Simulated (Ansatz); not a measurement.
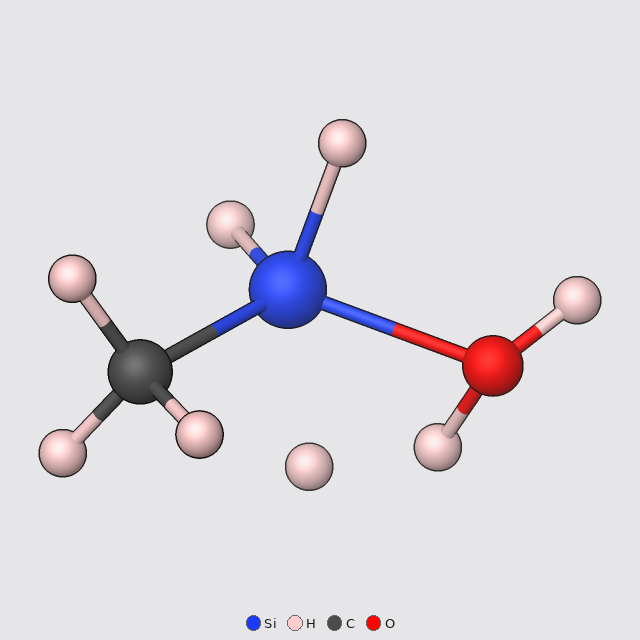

Computed geometry: PBE0-D4/def2-TZVP saddle-point search. Method: RKS PBE0-D4/def2-TZVPP (Ansatz 0.2.0).

> What is the HOMO energy (Kohn–Sham orbital)?

−7.14 eV.

> Give the HOMO–LUMO gap at this level.

7.47 eV.
